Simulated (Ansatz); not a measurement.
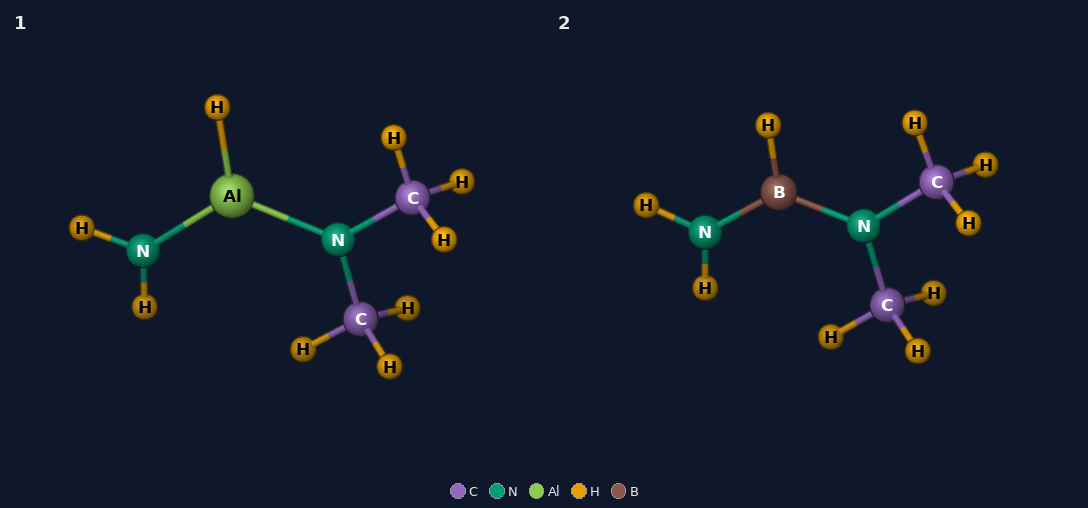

2 molecules with one skeleton, seen from the same side and at one scale. Each species is neutral and a spin singlet. Computed geometries: PBE0-D4/def2-TZVP optimisations, one conformation each. Properties computed with Ansatz 0.2.0.

One atom differs, called X below: Al in panel 1, B in panel 2. Their formulas are C2H9AlN2 (`C[N](C)[AlH][NH2]`), C2H9BN2 (`CN(C)BN`).

### In which is the angle N–X–N larger (PBE0-D4/def2-TZVP)?

In panel 2 (X = B).

### In which is the mean length of X–N larger (PBE0-D4/def2-TZVP)?

In panel 1 (X = Al).

Give the values. With PBE0-D4/def2-TZVP: length of X–H (Å), mean length of X–N (Å), angle N–X–N (°). With PBE0-D4/def2-QZVPP: HOMO energy (Kohn–Sham orbital) (eV), HOMO–LUMO gap (eV). With r2SCAN-D4/def2-TZVPP: dipole moment (D).

```csv
quantity,1 (Al),2 (B),2 − 1
length of X–H (Å),1.580,1.200,−0.380
mean length of X–N (Å),1.773,1.411,−0.362
angle N–X–N (°),120.5,124.4,+3.9
HOMO energy (Kohn–Sham orbital) (eV),−6.15,−6.26,−0.11
HOMO–LUMO gap (eV),6.24,6.92,+0.68
dipole moment (D),1.12,1.24,+0.12
```
